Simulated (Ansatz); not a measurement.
```xyz
5

N    -0.1877   -0.8179    0.4543
N    -0.1287    0.2355   -0.3686
H     0.7599   -0.9511    0.8113
H    -1.0310    0.5924   -0.6401
H     0.5875    0.9412   -0.2570
```

Geometry: PBE0-D4/def2-TZVP.

Method: UKS PBE0-D4/def2-TZVPP (Ansatz 0.2.0).

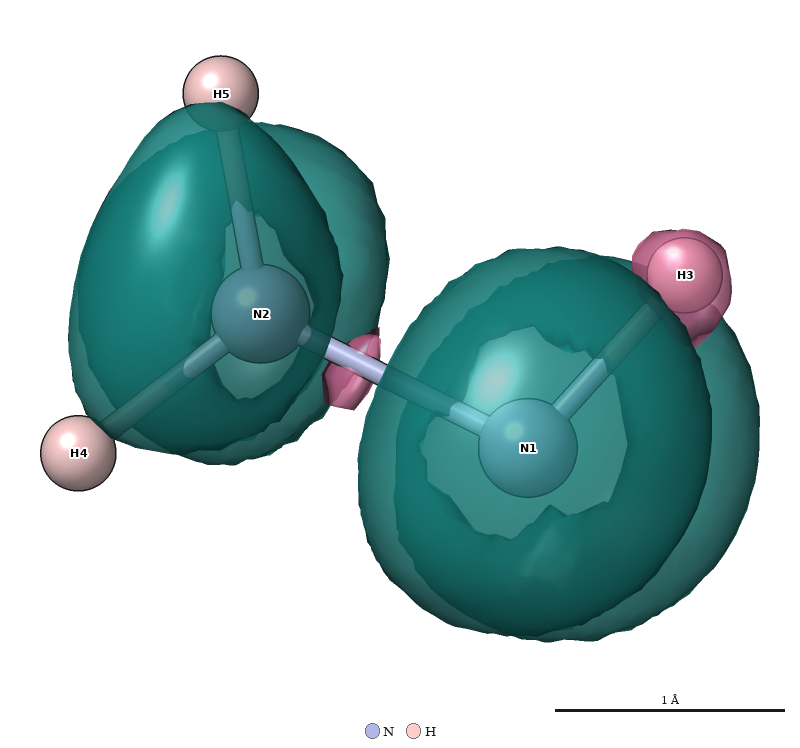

H₃N₂ (SMILES [NH]N) (doublet). Isosurfaces of the spin density (α minus β) at +0.03 (teal) and −0.03 e/Å³ (pink), seen across its widest extent.

Where is the unpaired spin?

The unpaired spin (1 electron) lies mostly on N1 (about 0.6) and N2 (about 0.3), in electrons by Hirshfeld's partition.
